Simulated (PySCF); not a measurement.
C2H4BrGaO: excited-state calculation

C2H4BrGaO, computed with TDDFT CAM-B3LYP/def2-SVPD, vertical, gas phase, core orbitals frozen in the response (PySCF 2.14.0).

The geometry comes from this level: GFN2-xTB. It belongs to a series of runs on one base structure; here: Al replaced by Ga.

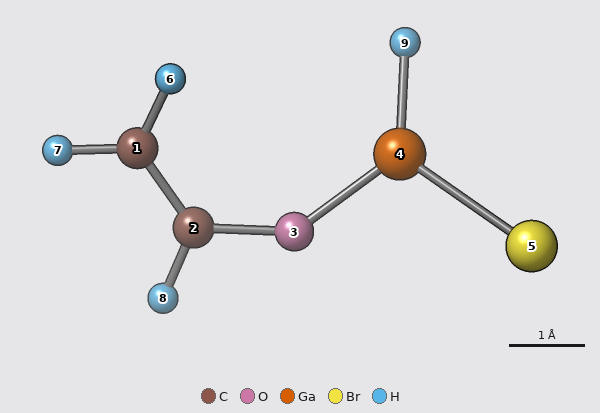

The input geometry (ball-and-stick view, seen on its broad side; atoms are numbered from 1 in the order of the input). Sticks mark near contacts.

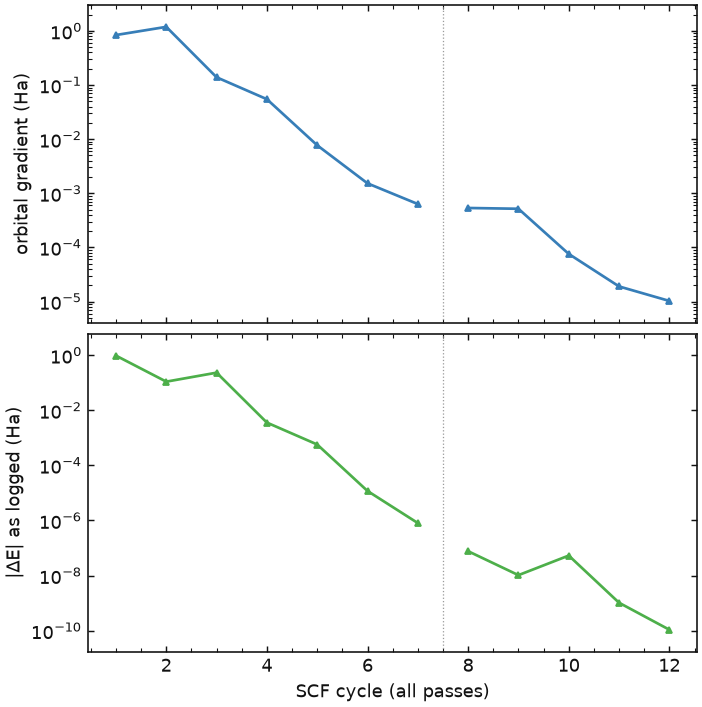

Convergence of the self-consistent field: orbital gradient and size of the energy change against the SCF cycle. The dotted line marks the change from a coarse to the final integration grid. The first 7 cycles use a coarse grid, the final grid takes over at cycle 8, and the field converges after 12 cycles in all.

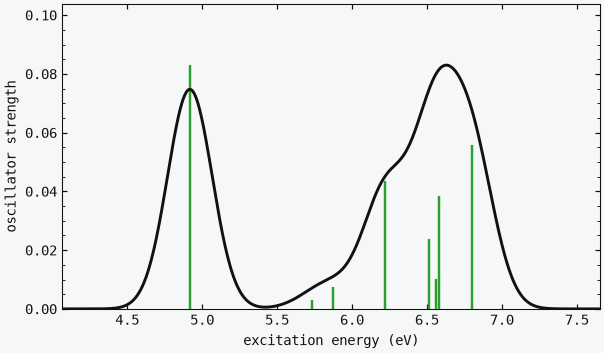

Computed excitations as sticks (degenerate states added up, dark ones marked on the axis), with a Gaussian envelope of 0.35 eV full width at half maximum, scaled to the tallest. Of the 8 states the lowest lies at 4.92 eV (f = 0.083); the strongest line is at 4.92 eV, or 252 nm (f = 0.083).

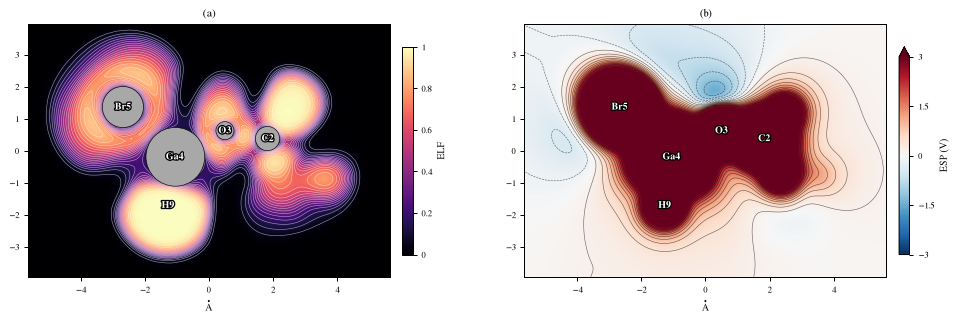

(a) ELF; (b) electrostatic potential on the plane of atoms O3, Ga4 and Br5. Grey discs, where drawn, cover atomic cores. The section cuts through C, O, Ga, Br and H sites. C–O (1.36 Å): the ELF peaks at about 0.90 between the atoms, which marks a shared but strongly polarised pair. Ga–O (1.75 Å): the ELF peaks at about 0.85 in the valence shell of O, 0.5 Å from its nucleus, and is about 0.20 at the midpoint. Ga–Br (2.26 Å): the ELF peaks at about 0.75 in the valence shell of Br, 1.0 Å from its nucleus, and is about 0.65 at the midpoint. Ga–H (1.53 Å): the ELF climbs to about 1 towards the hydrogen, as it does in any bond to H.

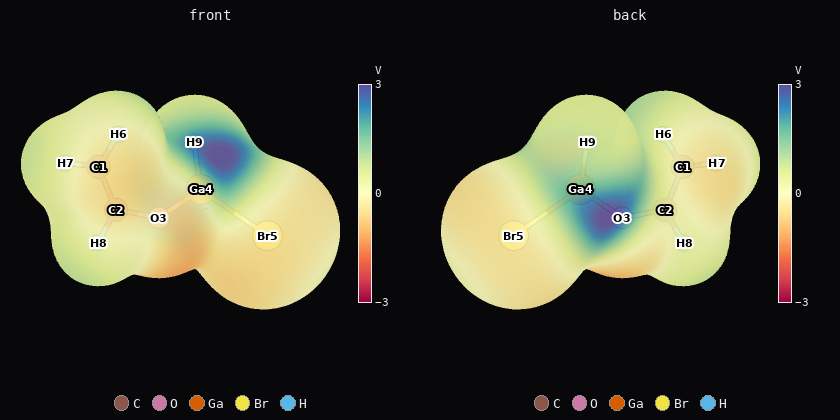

The molecular electrostatic potential painted on the density surface at 0.002 e/bohr³, seen at a tilt and from behind; the colour scale runs from red (negative) to blue (positive). Its dipole moment is 1.83 D.

These pictures come from the run below.

**Input file**
```
{"job": {"kind": "uv", "xc": "CAM-B3LYP", "basis": "def2-SVPD", "nstates": 8, "ntriplets": 3}, "charge": 0, "multiplicity": 1}
C     -1.650248    -0.102773    -0.010102
C     -0.714011    -0.909967    -0.473611
O      0.605491    -0.601888    -0.554493
Ga     1.683064     0.773260    -0.640108
Br     3.805064     0.045326    -0.393914
H     -1.405185     0.895686     0.326065
H     -2.675426    -0.415792     0.050172
H     -0.925405    -1.915796    -0.820555
H      1.290218     2.237938    -0.877503
```

The first line tells a small driver script what to run in PySCF; the rest is the geometry in Å.

Launched with:
```bash
OMP_NUM_THREADS=1 python <driver script> task.json out
```

**Log**
```
coarse grid: 40176 points
cycle   1  E = -4652.2857964339  dE = -9.615e-01  |g| = 8.399e-01  |ddm| = 4.561e+00
cycle   2  E = -4652.1765072233  dE =  1.093e-01  |g| = 1.189e+00  |ddm| = 3.151e+00
cycle   3  E = -4652.4079465707  dE = -2.314e-01  |g| = 1.391e-01  |ddm| = 1.874e+00
cycle   4  E = -4652.4115127003  dE = -3.566e-03  |g| = 5.475e-02  |ddm| = 2.047e-01
cycle   5  E = -4652.4120841977  dE = -5.715e-04  |g| = 7.708e-03  |ddm| = 6.596e-02
cycle   6  E = -4652.4120959602  dE = -1.176e-05  |g| = 1.526e-03  |ddm| = 1.745e-02
cycle   7  E = -4652.4120967659  dE = -8.057e-07  |g| = 6.327e-04  |ddm| = 4.190e-03
final grid: 81480 points
cycle   8  E = -4652.4121042459  dE = -7.653e-08  |g| = 5.351e-04  |ddm| = 3.254e-03
cycle   9  E = -4652.4121042563  dE = -1.035e-08  |g| = 5.175e-04  |ddm| = 1.373e-03
cycle  10  E = -4652.4121043094  dE = -5.316e-08  |g| = 7.575e-05  |ddm| = 6.441e-04
cycle  11  E = -4652.4121043105  dE = -1.031e-09  |g| = 1.900e-05  |ddm| = 1.033e-04
cycle  12  E = -4652.4121043106  dE = -1.082e-10  |g| = 1.025e-05  |ddm| = 4.666e-05
converged SCF energy = -4652.4121043106

Static polarisability (au): isotropic 77.906, principal 57.293 71.515 104.909

Singlet excitations
state   eV       nm        f      main configurations
  1   4.9182    252.1   0.08298   H->L 0.96
  2   5.7353    216.2   0.00300   H->L+1 0.87
  3   5.8759    211.0   0.00745   H-1->L 0.93
  4   6.2203    199.3   0.04337   H-2->L 0.52, H-3->L 0.41
  5   6.5152    190.3   0.02390   H->L+3 0.39, H->L+2 0.37, H-1->L+1 0.09
  6   6.5575    189.1   0.01005   H-3->L 0.36, H-2->L 0.31, H-1->L+1 0.15
  7   6.5793    188.4   0.03848   H-1->L+1 0.65, H-3->L 0.10
  8   6.8040    182.2   0.05595   H-2->L+1 0.81

Triplet excitations (Tamm-Dancoff, eV): 4.0995 5.0479 5.5331
```

**Summary**

| quantity | value |
| --- | --- |
| outcome | converged |
| total energy | −4652.412104 hartree |
| HOMO | −8.36 eV |
| LUMO | −0.63 eV |
| dipole moment | 1.83 D |
| mean polarisability | 77.91 a.u. |
| lowest singlet excitation | 4.92 eV |
| hardware | 1 CPU thread, shared host |
| wall time | 61 s |
| peak memory | 0.76 GiB |

**Remarks**

Spin–orbit coupling is left out, which matters for the heavy atoms.
